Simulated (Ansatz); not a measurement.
# Single-point calculation of CH3FS2

CH3FS2, SMILES FC(S)S, computed with RKS wB97X/aug-pcseg-2 (Ansatz 0.2.0).

The geometry comes from this level: PBE0-D4/def2-TZVP. Figures and captions count atoms from 1; the log counts them from 0 in places.

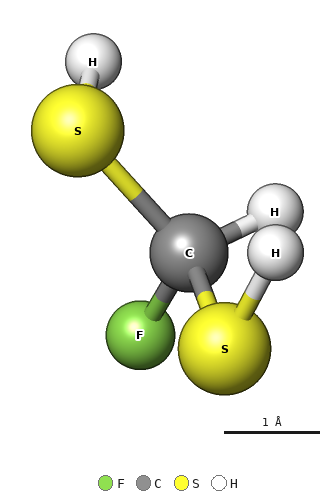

**Figure 1.** The structure as given in the input (ball-and-stick view, seen at a tilt). Bond lengths as drawn: C–F 1.37 Å, C–H 1.09 Å, C–S 1.79 to 1.82 Å and H–S 1.34 to 1.35 Å.

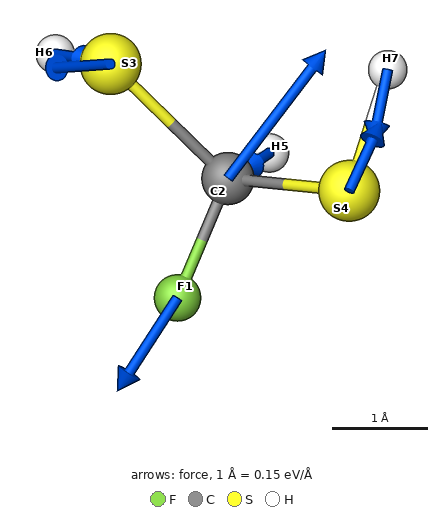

**Figure 2.** Forces on the atoms as blue arrows (ball-and-stick view, seen at a tilt; atoms are numbered from 1 in the order of the input). The largest act on C2 (0.26 eV/Å); S3 (0.21 eV/Å); F1 (0.18 eV/Å); H6 (0.15 eV/Å), among others. The geometry is not a stationary point of this energy.

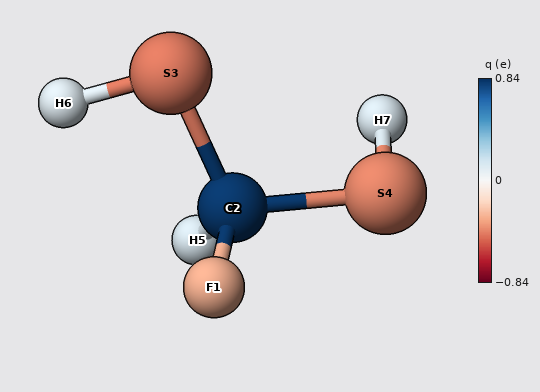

**Figure 3.** Mulliken charges, as the colour of each atom (ball-and-stick view, seen at a tilt; atoms are numbered from 1 in the order of the input). By element: F −0.29, C +0.80, S −0.43 to −0.40 and H +0.09 to +0.12 e.

The input that produced these results follows, with the program's output.

## The input
```yaml
crystal:
  periodic: [false, false, false]
  atoms:
    - {symbol: F, position_ang: [-0.720662, -1.494257, 0.468718]}
    - {symbol: C, position_ang: [-0.297347, -0.256636, 0.062705]}
    - {symbol: S, position_ang: [1.324930, 0.147133, 0.713792]}
    - {symbol: S, position_ang: [-0.229547, -0.328384, -1.750213]}
    - {symbol: H, position_ang: [-1.037158, 0.470200, 0.398456]}
    - {symbol: H, position_ang: [0.908002, 0.433478, 1.961495]}
    - {symbol: H, position_ang: [0.112983, 0.960565, -1.900752]}
basis:
  gaussian: {orbitals: aug-pcseg-2}
hamiltonian: {xc: {name: wB97X}}
output: {forces: true}
```

Launch command:
```bash
ansatz run in.yaml --threads 2 --pin off --events-out ev --progress --plain --max-ram 4352MiB
```

## What the program printed
```
Functional definition: wB97X
  name "wB97X"
  cite "Chai & Head-Gordon, J. Chem. Phys. 128, 084106 (2008) doi:10.1063/1.2834918"
  cite "Becke, J. Chem. Phys. 107, 8554 (1997) doi:10.1063/1.475007"
  parameter omega = 0.3/bohr
  parameter cx = 0.157706
  parameter cx1 = 0.726479
  parameter cx2 = 1.04760
  parameter cx3 = -5.70635
  parameter cx4 = 13.2794
  parameter css1 = -4.33879
  parameter css2 = 18.2308
  parameter css3 = -31.7430
  parameter css4 = 17.2901
  parameter cos1 = 2.37031
  parameter cos2 = -11.3995
  parameter cos3 = 6.58405
  parameter cos4 = -3.78132
  # The coefficients of nought are those of the uniform gas.
  exchange = spin_sum(e_x_unif_sr(omega)*poly(b97_u_x, 1 - cx, cx1, cx2, cx3, cx4)) + cx*exact_x_sr(omega)
      + exact_x_lr(omega)
  correlation = spin_sum(e_c_pw_same_spin*poly(b97_u_same, 1, css1, css2, css3, css4))
      + integral(e_c_pw_opposite_spin*poly(b97_u_opposite, 1, cos1, cos2, cos3, cos4))
1238 factors; their error is unknown
445 factors; integrals over basis functions are off by at most 3.5e-5 eV
mean field evaluation 1: about -25473.4257 eV, gradient 2.6e1 eV
mean field evaluation 2: about -25473.8611 eV, gradient 2.7e1 eV
mean field evaluation 4: about -25474.7746 eV, gradient 1.1e0 eV
mean field evaluation 8: about -25474.7845 eV, gradient 4.6e-2 eV
mean field evaluation 16: about -25474.8312 eV, gradient 6.6e-5 eV
mean field -25474.83117950 eV, -936.1827783860 hartree, gradient 6.8e-5 eV, S^2 0.000000; 0 other end points of the search recorded, 0 dependent functions left out
the calculation of the forces begins
reference -25474.83112158 eV, -936.1827762573 hartree; 25, 25 occupied and 236, 236 virtual orbitals, 1238 factors
Total energy: -25474.83112158 eV, -936.1827762573 hartree
Atom 0 at    -0.720662    -1.494257     0.468718 Å, force    -0.036237    -0.156129     0.077666 eV/Å
Atom 1 at    -0.297347    -0.256636     0.062705 Å, force     0.019423     0.232688    -0.106319 eV/Å
Atom 2 at     1.324930     0.147133     0.713792 Å, force    -0.066788     0.017804     0.198741 eV/Å
Atom 3 at    -0.229547    -0.328384    -1.750213 Å, force    -0.007299     0.132147     0.003861 eV/Å
Atom 4 at    -1.037158     0.470200     0.398456 Å, force     0.068241    -0.071762    -0.029847 eV/Å
Atom 5 at     0.908002     0.433478     1.961495 Å, force     0.054137    -0.033286    -0.138625 eV/Å
Atom 6 at     0.112983     0.960565    -1.900752 Å, force    -0.031477    -0.121462    -0.005478 eV/Å
Dipole moment:    -0.078497     0.452012     0.147422 e Å
```

## Key numbers

- outcome: converged
- total energy: −25474.8311 eV
- SCF solution under orbital rotations: stable
- largest force (length of the vector): 0.257 eV/Å
- dipole moment: 2.31 D
- hardware: 2 threads of Arm Neoverse V1, 23 GiB of memory available, shared host
- wall time: 21 s (CPU time 40 s)
- peak memory: 0.96 GiB
